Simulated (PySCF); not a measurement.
SMILES CB(N)N at its B3LYP/def2-SVP optimised geometry (Å):

```
11

B     -0.0578    -0.0659     0.0000
C     -0.8386    -1.4553     0.0024
H     -0.5525    -2.0738    -0.8665
H     -1.9344    -1.3399    -0.0235
H     -0.5918    -2.0460     0.9024
N     -0.7813     1.1566     0.0000
H     -0.3524     2.0738     0.0004
H     -1.7915     1.1870    -0.0007
N      1.3644    -0.0659     0.0000
H      1.9344     0.7706     0.0010
H      1.9071    -0.9186    -0.0002
```

Method: B3LYP/def2-TZVP (PySCF).

Map of the Laplacian of the electron density (e/bohr⁵) on the plane z = 1.5 Å:

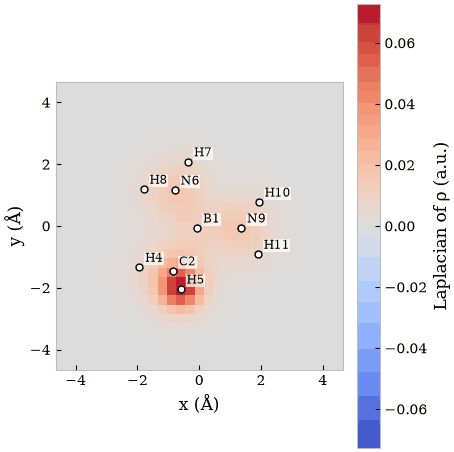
Figure: Laplacian of the electron density (e/bohr⁵) on the plane z = 1.5 Å.
